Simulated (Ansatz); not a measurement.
**C3H6 (propene) at CCSD/cc-pVDZ**

Aim: the vertical ionisation energy of C3H6 (propene) at CCSD/cc-pVDZ, from 2 runs. 

The calculation is run with Ansatz 0.2.0.

30 further runs of the same task are left out: 30 set aside as unsound or not needed.

### 1 The system as given

C3H6 has 9 atoms, charge 0, and is taken as a singlet. SMILES: `C=CC`. Geometry: relaxed at PBE0-D4/def2-TZVP.

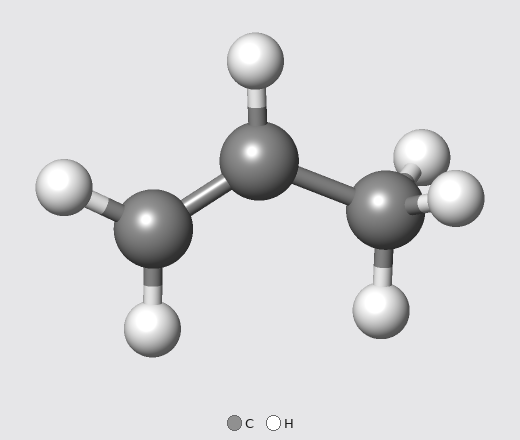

Viewed from a chosen angle; carbon grey, hydrogen white.

### 2 A single-point energy at CCSD/cc-pVDZ

The input, in.yaml:

```yaml
crystal:
  periodic: [false, false, false]
  atoms:
    - {symbol: C, position_ang: [-1.129400, 0.554100, -0.580200]}
    - {symbol: C, position_ang: [0.157600, 0.266300, -0.447400]}
    - {symbol: C, position_ang: [0.744900, -0.543600, 0.656400]}
    - {symbol: H, position_ang: [-1.864800, 0.202700, 0.137400]}
    - {symbol: H, position_ang: [-1.495500, 1.149800, -1.408200]}
    - {symbol: H, position_ang: [0.857000, 0.641500, -1.192300]}
    - {symbol: H, position_ang: [1.261600, -1.425300, 0.264300]}
    - {symbol: H, position_ang: [1.490400, 0.033400, 1.212800]}
    - {symbol: H, position_ang: [-0.021900, -0.879100, 1.357300]}
basis:
  gaussian: {orbitals: cc-pVDZ}
correlation: {method: ccsd, frozen_orbitals: {C: 1, H: 0}}
accuracy: high
scf: {omitted_lower_state_checks: [cluster_reference, increment]}
```

Run with:

```console
$ ansatz run in.yaml --threads 1 --pin off --max-ram 3480MiB --events-out events.jsonl --progress --plain --runs-dir runs
```

The log of the run:

```text
Warning: RAYON_NUM_THREADS=1 ignored (pool sized by the plan → 1); use --threads N
Functional definition: HF
  name "HF"
  exchange = exact_x
  correlation = 0
these checks for a lower state are left out or cut short: cluster_reference, increment
1734 factors; integrals over basis functions are off by at most 3.1e-9 eV
mean field evaluation 1: about -3184.0416 eV, gradient 2.5e1 eV
mean field evaluation 2: about -3184.0435 eV, gradient 2.5e1 eV
mean field evaluation 4: about -3185.9526 eV, gradient 2.4e0 eV
mean field evaluation 8: about -3185.9730 eV, gradient 2.6e-2 eV
mean field -3185.97296430 eV, -117.0823469081 hartree, gradient 2.6e-8 eV, S^2 0.000000; 0 other end points of the search recorded, 0 dependent functions left out
3 core orbitals not correlated: weight in the atoms' cores, before any rotation towards them, 1.000 or more for the frozen orbitals, at most 0.000 for the correlated occupied ones
reference -3185.97296430 eV, -117.0823469081 hartree; 9, 9 occupied and 60, 60 virtual orbitals, 1734 factors
second order -11.34557255 eV of doubles, -0.00000000 eV of singles
cycle   1  -12.08972452 eV  change   -7.4e-1 eV  update   7.1e-2
cycle   2  -12.44506931 eV  change   -3.6e-1 eV  update   2.4e-2
cycle   3  -12.49572150 eV  change   -5.1e-2 eV  update   8.6e-3
cycle   4  -12.49713122 eV  change   -1.4e-3 eV  update   2.7e-3
cycle   5  -12.49749879 eV  change   -3.7e-4 eV  update   6.9e-4
cycle   6  -12.49742880 eV  change    7.0e-5 eV  update   2.0e-4
cycle   7  -12.49743900 eV  change   -1.0e-5 eV  update   4.4e-5
cycle   8  -12.49744281 eV  change   -3.8e-6 eV  update   1.7e-5
cycle   9  -12.49743562 eV  change    7.2e-6 eV  update   5.1e-6
cycle  10  -12.49743552 eV  change    9.8e-8 eV  update   1.5e-6
cycle  11  -12.49743621 eV  change   -6.9e-7 eV  update   5.1e-7
cycle  12  -12.49743645 eV  change   -2.4e-7 eV  update   1.5e-7
cycle  13  -12.49743662 eV  change   -1.7e-7 eV  update   5.5e-8
cycle  14  -12.49743663 eV  change   -1.2e-8 eV  update   2.8e-8
cycle  15  -12.49743664 eV  change   -1.9e-9 eV  update   1.9e-8
cycle  16  -12.49743599 eV  change    6.5e-7 eV  update   2.3e-7
cycle  17  -12.49743592 eV  change    6.6e-8 eV  update   8.6e-8
cycle  18  -12.49743582 eV  change    1.0e-7 eV  update   2.5e-8
cycle  19  -12.49743581 eV  change    1.1e-8 eV  update   5.2e-9
cycle  20  -12.49743580 eV  change    3.0e-9 eV  update   1.3e-9
cycle  21  -12.49743580 eV  change    1.6e-9 eV  update  3.9e-10
Total energy: -3198.47040011 eV, -117.5416192028 hartree
Checks for a lower state left out: cluster_reference, increment
```

Run time: 6.3 s. Hardware: 1 thread of Arm Neoverse V2, shared host; peak memory 0.38 GiB.

### 3 The doublet cation

The input, run.yaml:

```yaml
crystal:
  periodic: [false, false, false]
  atoms:
    - symbol: C
      position_ang: [-1.129400, 0.554100, -0.580200]
    - symbol: C
      position_ang: [0.157600, 0.266300, -0.447400]
    - symbol: C
      position_ang: [0.744900, -0.543600, 0.656400]
    - symbol: H
      position_ang: [-1.864800, 0.202700, 0.137400]
    - symbol: H
      position_ang: [-1.495500, 1.149800, -1.408200]
    - symbol: H
      position_ang: [0.857000, 0.641500, -1.192300]
    - symbol: H
      position_ang: [1.261600, -1.425300, 0.264300]
    - symbol: H
      position_ang: [1.490400, 0.033400, 1.212800]
    - symbol: H
      position_ang: [-0.021900, -0.879100, 1.357300]
basis:
  gaussian: {orbitals: cc-pVDZ}
total_charge: 1
magnetization: {spin_polarized: true, initial_magnetization: 1}
correlation: {method: ccsd, frozen_orbitals: {C: 1, H: 0}}
accuracy: high
scf: {omitted_lower_state_checks: [cluster_reference, increment]}
```

Run with:

```console
$ ansatz run run.yaml --threads 1 --pin off --max-ram 3480MiB --events-out events.jsonl --progress --plain --runs-dir runs
```

The log of the run:

```text
Warning: RAYON_NUM_THREADS=1 ignored (pool sized by the plan → 1); use --threads N
[... 4 set-up lines as earlier in the session ...]
these checks for a lower state are left out or cut short: cluster_reference, increment
1733 factors; integrals over basis functions are off by at most 3.1e-9 eV
mean field evaluation 1: about -3174.5439 eV, gradient 2.2e1 eV
mean field evaluation 2: about -3174.6925 eV, gradient 2.1e1 eV
mean field evaluation 4: about -3177.5179 eV, gradient 2.1e0 eV
mean field evaluation 8: about -3177.6028 eV, gradient 1.1e-1 eV
mean field evaluation 16: about -3177.6031 eV, gradient 1.5e-8 eV
mean field -3177.60310884 eV, -116.7747603931 hartree, gradient 1.5e-8 eV, S^2 0.754877; 0 other end points of the search recorded, 0 dependent functions left out
3 core orbitals not correlated: weight in the atoms' cores, before any rotation towards them, 1.000 or more for the frozen orbitals, at most 0.000 for the correlated occupied ones
reference -3177.60310884 eV, -116.7747603931 hartree; 9, 8 occupied and 60, 61 virtual orbitals, 1733 factors
second order -9.87136145 eV of doubles, -0.00000000 eV of singles
cycle   1  -10.80617984 eV  change   -9.3e-1 eV  update   7.1e-2
cycle   2  -11.12703352 eV  change   -3.2e-1 eV  update   2.3e-2
cycle   3  -11.17557731 eV  change   -4.9e-2 eV  update   1.4e-2
cycle   4  -11.17827251 eV  change   -2.7e-3 eV  update   7.9e-3
cycle   5  -11.17746794 eV  change    8.0e-4 eV  update   3.9e-3
cycle   6  -11.17786884 eV  change   -4.0e-4 eV  update   1.3e-3
cycle   7  -11.17781663 eV  change    5.2e-5 eV  update   3.8e-4
cycle   8  -11.17785481 eV  change   -3.8e-5 eV  update   1.2e-4
cycle   9  -11.17786699 eV  change   -1.2e-5 eV  update   3.8e-5
cycle  10  -11.17786652 eV  change    4.6e-7 eV  update   1.1e-5
cycle  11  -11.17787145 eV  change   -4.9e-6 eV  update   3.5e-6
cycle  12  -11.17787171 eV  change   -2.6e-7 eV  update   1.3e-6
cycle  13  -11.17787200 eV  change   -2.9e-7 eV  update   6.4e-7
cycle  14  -11.17787187 eV  change    1.3e-7 eV  update   3.4e-7
cycle  15  -11.17787162 eV  change    2.6e-7 eV  update   2.0e-7
cycle  16  -11.17787157 eV  change    4.2e-8 eV  update   1.3e-7
cycle  17  -11.17787158 eV  change   -7.5e-9 eV  update   9.2e-8
cycle  18  -11.17787160 eV  change   -1.9e-8 eV  update   5.6e-8
cycle  19  -11.17787162 eV  change   -1.6e-8 eV  update   3.3e-8
cycle  20  -11.17787163 eV  change   -8.6e-9 eV  update   2.0e-8
cycle  21  -11.17787163 eV  change   -6.5e-9 eV  update   7.9e-8
cycle  22  -11.17787165 eV  change   -1.9e-8 eV  update   2.1e-8
cycle  23  -11.17787165 eV  change    3.2e-9 eV  update   5.8e-9
cycle  24  -11.17787165 eV  change    1.9e-9 eV  update   2.3e-9
cycle  25  -11.17787165 eV  change    1.1e-9 eV  update   1.1e-9
Total energy: -3188.78098049 eV, -117.1855395995 hartree
Checks for a lower state left out: cluster_reference, increment
```

It took 20 s on 1 thread of Arm Neoverse V2, shared host; peak memory 0.66 GiB.

### 4 Results

Level: CCSD/cc-pVDZ, 3 core orbitals frozen.

| quantity | value |
| --- | --- |
| singlet C3H6: total energy | -117.54162 Eh |
| singlet C3H6: correlation energy (3 core orbitals frozen) | -459.3 mEh |
| singlet C3H6: T1 diagnostic | 0.009 |
| doublet cation: total energy | -117.18554 Eh |
| doublet cation: correlation energy (3 core orbitals frozen) | -410.8 mEh |
| doublet cation: ⟨S²⟩ of the reference determinant | 0.755 |
| doublet cation: T1 diagnostic | 0.016 |
| vertical ionisation energy (to the doublet cation) | 9.689 eV |

In words: Removing an electron at fixed nuclei costs 9.69 eV (935 kJ/mol).
